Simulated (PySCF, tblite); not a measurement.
# C6H7N2O−: a rotation path, then NMR shifts on frames, part 2 of 2

tblite 0.8.0 and PySCF 2.14.0. Atoms count from 0. Earlier steps stand in the parts before.

### Step 5. NMR shieldings: image 4, PBE0/pcSseg-1

The job: settings as JSON, then the geometry in Å.

```
{"job": {"kind": "nmr", "xc": "PBE0", "basis": "pcSseg-1", "pop": false}, "charge": -1, "multiplicity": 1}
C     -2.161200    -0.136700    -0.605700
C     -1.531300    -0.155400     0.782700
C      0.008000    -0.032400     0.720200
O      0.444000     0.060300    -0.610300
C      1.865600     0.169400    -0.719000
C      2.618400    -0.975600    -0.768100
N      3.247400    -1.955200    -0.829900
C      2.442200     1.411300    -0.643400
N      2.914200     2.476200    -0.597000
H     -1.935600     0.805400    -1.097700
H     -1.746000    -0.936600    -1.212400
H     -3.242400    -0.258600    -0.538800
H     -1.802400    -1.085100     1.291200
H     -1.939500     0.671700     1.370400
H      0.335900     0.859000     1.284200
H      0.475100    -0.908800     1.203800
```

With the program's defaults for keys left out, this is: GIAO PBE0/pcSseg-1 NMR shielding, non-relativistic, gas phase.

Output:

```text
coarse grid: 14072 points
cycle   1  E = -416.8474625675  dE =  1.194e+00  |g| = 7.305e-01  |ddm| = 3.788e+00
cycle   2  E = -416.5982972157  dE =  2.492e-01  |g| = 1.338e+00  |ddm| = 2.145e+00
cycle   3  E = -416.9504733673  dE = -3.522e-01  |g| = 2.632e-01  |ddm| = 1.399e+00
cycle   4  E = -416.9652832804  dE = -1.481e-02  |g| = 9.211e-02  |ddm| = 2.718e-01
cycle   5  E = -416.9668852756  dE = -1.602e-03  |g| = 2.405e-02  |ddm| = 9.543e-02
cycle   6  E = -416.9669967640  dE = -1.115e-04  |g| = 5.504e-03  |ddm| = 2.465e-02
cycle   7  E = -416.9670034515  dE = -6.687e-06  |g| = 1.244e-03  |ddm| = 5.080e-03
final grid: 138048 points
cycle   8  E = -417.0297775724  dE = -3.224e-05  |g| = 1.147e-02  |ddm| = 3.073e-02
cycle   9  E = -417.0297558598  dE =  2.171e-05  |g| = 1.595e-02  |ddm| = 1.934e-02
cycle  10  E = -417.0298037836  dE = -4.792e-05  |g| = 1.715e-03  |ddm| = 1.181e-02
cycle  11  E = -417.0298043883  dE = -6.046e-07  |g| = 4.735e-04  |ddm| = 1.835e-03
cycle  12  E = -417.0298044247  dE = -3.648e-08  |g| = 2.452e-04  |ddm| = 5.499e-04
cycle  13  E = -417.0298044367  dE = -1.200e-08  |g| = 5.508e-05  |ddm| = 2.189e-04
cycle  14  E = -417.0298044375  dE = -7.342e-10  |g| = 8.069e-06  |ddm| = 6.746e-05
converged SCF energy = -417.0298044375

GIAO shielding tensors (ppm)
atom      isotropic    diamagn.    paramagn.     s11        s22        s33       span
  0 C      175.983     246.085     -70.102    170.483    177.420    180.046      9.563
  1 C      161.454     249.692     -88.239    144.873    162.803    176.684     31.811
  2 C      116.412     244.542    -128.130     76.959    111.778    160.499     83.540
  3 O      318.915     399.685     -80.770    255.182    331.571    369.992    114.810
  4 C      111.080     246.280    -135.200     28.771    121.406    183.062    154.291
  5 C       52.213     256.113    -203.901    -59.011    -51.538    267.188    326.199
  6 N      -79.116     343.747    -422.863   -216.050    -66.124     44.825    260.875
  7 C       52.158     256.216    -204.058    -59.207    -51.508    267.189    326.396
  8 N      -79.083     343.781    -422.863   -215.853    -66.848     45.453    261.306
  9 H       30.370      30.858      -0.488     25.543     29.813     35.754     10.211
 10 H       30.230      30.871      -0.641     25.147     30.146     35.398     10.251
 11 H       31.389      28.637       2.752     26.976     28.727     38.465     11.489
 12 H       30.175      31.610      -1.435     25.531     29.136     35.859     10.328
 13 H       30.171      31.619      -1.448     25.617     29.068     35.830     10.213
 14 H       28.160      32.487      -4.327     23.505     29.012     31.963      8.457
 15 H       28.190      32.474      -4.285     23.578     28.991     32.000      8.422
```

It took 72 s on 1 thread, shared host.

This run: δ C7 134.8, C5 134.7, C4 75.8, C2 70.5, H14 3.56, H15 3.53 ppm.

### Step 6. Shielding tensors: image 6, PBE0/pcSseg-1

The job: settings as JSON, then the geometry in Å.

```
{"job": {"kind": "nmr", "xc": "PBE0", "basis": "pcSseg-1", "pop": false}, "charge": -1, "multiplicity": 1}
C     -2.158800    -0.393300    -0.574100
C     -1.537900     0.025300     0.753500
C     -0.003500    -0.009500     0.691600
O      0.440300     0.356600    -0.587000
C      1.865200     0.315900    -0.707300
C      2.495900    -0.870200    -0.983200
N      3.039200    -1.870600    -1.235300
C      2.576300     1.447100    -0.398700
N      3.157600     2.427300    -0.154500
H     -1.860100     0.317800    -1.339200
H     -1.801300    -1.376300    -0.871200
H     -3.246600    -0.412400    -0.505700
H     -1.869100    -0.638200     1.558600
H     -1.872000     1.037800     0.993600
H      0.411000     0.676700     1.453100
H      0.356300    -1.025100     0.935900
```

Level: GIAO PBE0/pcSseg-1 NMR shielding, non-relativistic, gas phase.

Output:

```text
coarse grid: 14072 points
cycle   1  E = -416.8515447507  dE =  1.197e+00  |g| = 7.300e-01  |ddm| = 3.777e+00
cycle   2  E = -416.6022591695  dE =  2.493e-01  |g| = 1.338e+00  |ddm| = 2.157e+00
cycle   3  E = -416.9546734622  dE = -3.524e-01  |g| = 2.636e-01  |ddm| = 1.401e+00
cycle   4  E = -416.9695574615  dE = -1.488e-02  |g| = 9.169e-02  |ddm| = 2.765e-01
cycle   5  E = -416.9711422470  dE = -1.585e-03  |g| = 2.426e-02  |ddm| = 9.632e-02
cycle   6  E = -416.9712553733  dE = -1.131e-04  |g| = 5.568e-03  |ddm| = 2.512e-02
cycle   7  E = -416.9712622318  dE = -6.858e-06  |g| = 1.247e-03  |ddm| = 5.240e-03
final grid: 138048 points
cycle   8  E = -417.0344949597  dE = -2.816e-05  |g| = 1.193e-02  |ddm| = 3.029e-02
cycle   9  E = -417.0344702101  dE =  2.475e-05  |g| = 1.681e-02  |ddm| = 2.091e-02
cycle  10  E = -417.0345230562  dE = -5.285e-05  |g| = 1.698e-03  |ddm| = 1.297e-02
cycle  11  E = -417.0345236619  dE = -6.057e-07  |g| = 3.993e-04  |ddm| = 1.848e-03
cycle  12  E = -417.0345236845  dE = -2.255e-08  |g| = 2.456e-04  |ddm| = 5.053e-04
cycle  13  E = -417.0345236965  dE = -1.204e-08  |g| = 5.654e-05  |ddm| = 2.168e-04
cycle  14  E = -417.0345236972  dE = -7.137e-10  |g| = 1.726e-05  |ddm| = 6.609e-05
converged SCF energy = -417.0345236972

GIAO shielding tensors (ppm)
atom      isotropic    diamagn.    paramagn.     s11        s22        s33       span
  0 C      174.869     246.896     -72.027    166.140    176.312    182.157     16.017
  1 C      159.149     249.255     -90.106    146.675    159.020    171.750     25.075
  2 C      113.713     245.444    -131.731     76.337    109.013    155.789     79.452
  3 O      313.213     399.395     -86.181    253.137    341.778    344.725     91.587
  4 C      110.405     246.183    -135.778     26.637    121.230    183.348    156.710
  5 C       52.326     256.090    -203.764    -58.511    -51.135    266.624    325.135
  6 N      -79.636     343.720    -423.356   -218.844    -65.582     45.518    264.362
  7 C       51.894     256.425    -204.531    -59.802    -52.398    267.882    327.683
  8 N      -77.867     343.690    -421.557   -213.258    -67.835     47.493    260.750
  9 H       29.916      30.964      -1.047     24.591     30.446     34.712     10.121
 10 H       30.957      31.060      -0.103     26.666     29.555     36.651      9.985
 11 H       31.301      28.858       2.443     26.865     28.671     38.368     11.503
 12 H       30.559      31.411      -0.852     26.508     28.770     36.399      9.890
 13 H       30.094      31.792      -1.699     25.457     29.101     35.722     10.265
 14 H       28.096      32.291      -4.195     24.034     28.754     31.499      7.464
 15 H       28.351      32.796      -4.444     23.693     29.064     32.297      8.604
```

Run time: 69 s. Hardware: 1 thread, shared host.

Key values: δ C7 135.0, C5 134.6, C4 76.5, C2 73.2, H14 3.62, H15 3.37 ppm.

### Step 7. Nuclear shieldings: image 8, PBE0/pcSseg-1

The job: settings as JSON, then the geometry in Å.

```
{"job": {"kind": "nmr", "xc": "PBE0", "basis": "pcSseg-1", "pop": false}, "charge": -1, "multiplicity": 1}
C     -2.194300    -0.612900    -0.473300
C     -1.535400     0.160700     0.661300
C     -0.016500    -0.000600     0.629400
O      0.479500     0.582700    -0.545000
C      1.900500     0.463900    -0.669100
C      2.436200    -0.693700    -1.173300
N      2.883500    -1.675200    -1.615800
C      2.703600     1.448800    -0.153700
N      3.386700     2.296400     0.263500
H     -1.757900    -0.298500    -1.417500
H     -2.022100    -1.681300    -0.355000
H     -3.268400    -0.431300    -0.499300
H     -1.911500    -0.184200     1.628900
H     -1.766100     1.223300     0.560200
H      0.427500     0.483800     1.518800
H      0.247200    -1.072800     0.670000
```

Method: GIAO PBE0/pcSseg-1 NMR shielding, non-relativistic, gas phase.

Output:

```text
coarse grid: 14072 points
cycle   1  E = -416.8542339052  dE =  1.198e+00  |g| = 7.305e-01  |ddm| = 3.775e+00
cycle   2  E = -416.6046946947  dE =  2.495e-01  |g| = 1.339e+00  |ddm| = 2.147e+00
cycle   3  E = -416.9575252486  dE = -3.528e-01  |g| = 2.651e-01  |ddm| = 1.396e+00
cycle   4  E = -416.9726261323  dE = -1.510e-02  |g| = 9.083e-02  |ddm| = 2.781e-01
cycle   5  E = -416.9741739021  dE = -1.548e-03  |g| = 2.459e-02  |ddm| = 9.530e-02
cycle   6  E = -416.9742898774  dE = -1.160e-04  |g| = 5.635e-03  |ddm| = 2.509e-02
cycle   7  E = -416.9742969562  dE = -7.079e-06  |g| = 1.221e-03  |ddm| = 5.318e-03
final grid: 138048 points
cycle   8  E = -417.0378115978  dE = -2.748e-05  |g| = 1.184e-02  |ddm| = 2.937e-02
cycle   9  E = -417.0377863773  dE =  2.522e-05  |g| = 1.683e-02  |ddm| = 2.098e-02
cycle  10  E = -417.0378391953  dE = -5.282e-05  |g| = 1.750e-03  |ddm| = 1.304e-02
cycle  11  E = -417.0378398339  dE = -6.386e-07  |g| = 4.969e-04  |ddm| = 1.889e-03
cycle  12  E = -417.0378398754  dE = -4.155e-08  |g| = 2.401e-04  |ddm| = 5.638e-04
cycle  13  E = -417.0378398870  dE = -1.161e-08  |g| = 5.097e-05  |ddm| = 2.127e-04
cycle  14  E = -417.0378398876  dE = -6.095e-10  |g| = 1.229e-05  |ddm| = 6.117e-05
converged SCF energy = -417.0378398876

GIAO shielding tensors (ppm)
atom      isotropic    diamagn.    paramagn.     s11        s22        s33       span
  0 C      172.872     247.430     -74.558    156.659    175.495    186.463     29.804
  1 C      157.321     249.006     -91.685    147.694    154.654    169.615     21.922
  2 C      110.526     246.263    -135.738     76.247    105.974    149.356     73.110
  3 O      305.943     398.779     -92.836    252.647    326.196    338.986     86.339
  4 C      109.680     246.704    -137.024     24.157    121.502    183.381    159.225
  5 C       52.035     256.493    -204.458    -59.189    -51.517    266.811    326.000
  6 N      -79.146     343.841    -422.987   -216.520    -68.984     48.067    264.587
  7 C       52.016     256.002    -203.986    -59.320    -52.420    267.787    327.107
  8 N      -78.743     343.502    -422.245   -215.328    -65.876     44.974    260.302
  9 H       29.881      31.104      -1.223     24.592     30.618     34.432      9.840
 10 H       31.199      30.904       0.295     27.421     29.083     37.094      9.673
 11 H       31.158      28.954       2.204     26.535     28.682     38.256     11.721
 12 H       30.666      31.429      -0.762     26.020     29.258     36.722     10.702
 13 H       30.194      31.883      -1.689     26.147     29.143     35.292      9.145
 14 H       28.117      32.457      -4.340     23.847     28.924     31.581      7.734
 15 H       28.478      33.272      -4.794     24.781     28.902     31.751      6.970
```

Wall time 70 s (1 thread, shared host).

Key values: δ C7 134.9, C5 134.9, C4 77.2, C2 76.4, H14 3.60, H15 3.24 ppm.

### Step 8. Side by side: NMR shifts

Shifts (ppm) of some atoms, chosen among heavy atoms and hydrogens apart, with basis size and wall time:

| frame | C2 | C1 | C0 | H10 | H9 | O3 | N8 | functions | time |
| --- | --- | --- | --- | --- | --- | --- | --- | --- | --- |
| image 0 | 76.4 | 29.6 | 14.1 | 1.83 | 0.52 | 30.3 | 346.7 | 188 | 76 s |
| image 2 | 72.8 | 27.8 | 11.7 | 1.94 | 0.67 | 23.4 | 347.7 | 188 | 74 s |
| image 4 | 70.5 | 25.5 | 10.9 | 1.49 | 1.35 | 17.2 | 346.8 | 188 | 72 s |
| image 6 | 73.2 | 27.8 | 12.1 | 0.76 | 1.80 | 22.9 | 345.6 | 188 | 69 s |
| image 8 | 76.4 | 29.6 | 14.1 | 0.52 | 1.84 | 30.1 | 346.5 | 188 | 70 s |

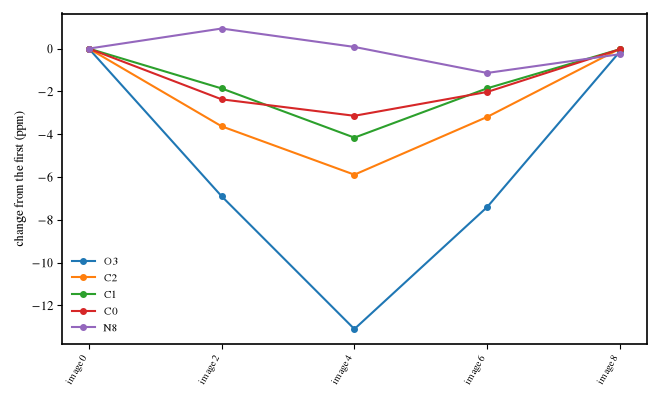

How five of the tabulated atoms move from run to run.

### Step 9. Outcome

This closing draws on all 2 parts.

| quantity | value |
| --- | --- |
| barrier | 0.170 eV (3.9 kcal/mol) at image 4 |
| end to end (GFN2-xTB) | 0.001 eV |
| ¹³C shifts against TMS (PBE0/pcSseg-1, image 0) | 135.0, 134.9, 77.5, 76.4, 29.6, 14.1 ppm |
| ¹H shifts against TMS (PBE0/pcSseg-1, image 0) | 3.64, 3.22, 1.83, 1.53, 1.06, 0.57, 0.52 ppm |
| ¹⁷O shifts against H2O (PBE0/pcSseg-1, image 0) | 30.3 ppm |
| ¹⁵N shifts against NH3 (PBE0/pcSseg-1, image 0) | 346.7, 346.6 ppm |
| range of the shift of O3 | 17.2 to 30.3 ppm |

Along the band the dihedral turns by 129°, and the top (dihedral 0°) lies 3.9 kcal/mol above the start (GFN2-xTB, rough), so at room temperature this motion is fast. The top was not checked by a frequency run. Shifts at one fixed geometry are not the observed spectrum, which averages over the motion. In ppm, O3 moves most: its shift spreads over 13.1 ppm, from 17.2 (image 4) to 30.3 (image 0).
